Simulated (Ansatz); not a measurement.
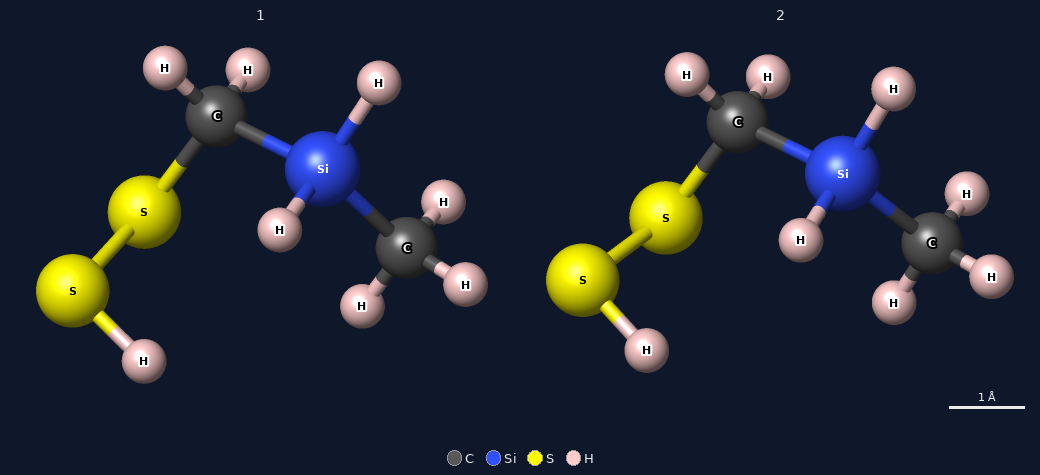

Two geometries of C2H8S2Si, drawn at one scale. One is the start of a relaxation, the other its converged end. The picture is a ball-and-stick view, seen face on.

Theory: Ansatz, RKS PBE0-D4/def2-TZVP. (force threshold 0.005 eV/Å; at most 150 steps)

### Which one is relaxed?

Structure 2 is the relaxed one. The start comes from PBE-D4/def2-SVP. The atom that moves furthest after the best rigid fit is an H atom (0.33 Å). Largest moves by element: H 0.33 Å, S 0.20 Å, C 0.10 Å, Si 0.07 Å. Among the contacts that change: S–S 2.084 → 2.035 Å, C–S 1.844 → 1.817 Å, H–S 1.371 → 1.348 Å, C–Si 1.906 → 1.884 Å. The energy falls by 0.074 eV in 14 geometry steps. Largest force component: 0.78 eV/Å at the start, 0.0048 eV/Å at the end.
